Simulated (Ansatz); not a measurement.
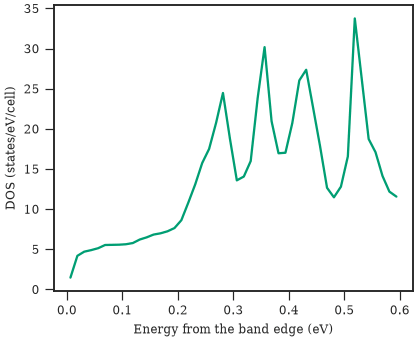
Fig. 1. Density of states of KScS₂O₈ (C2/m) below the valence band maximum, PBEsol, rigid bands (Ansatz, a first-principles code); cell volume 179.4 Å³.

Q: What effective density of states at 300 K does this give (∫ g(E) exp(−E/k_BT) dE, both spins, divided by the cell's size)?

A: 5.0e20 cm⁻³, a density-of-states mass of 7.3 mₑ, valleys and band degeneracy included.

Spin-orbit coupling is left out; where it splits the top of the valence band, N_v and the p-type Seebeck coefficient come out somewhat high without it. Geometry: cell and atoms relaxed with PBEsol.

Computed structure with no diffraction record at hand here (it may be known, metastable or hypothetical): KScS2O8 (C2/m).
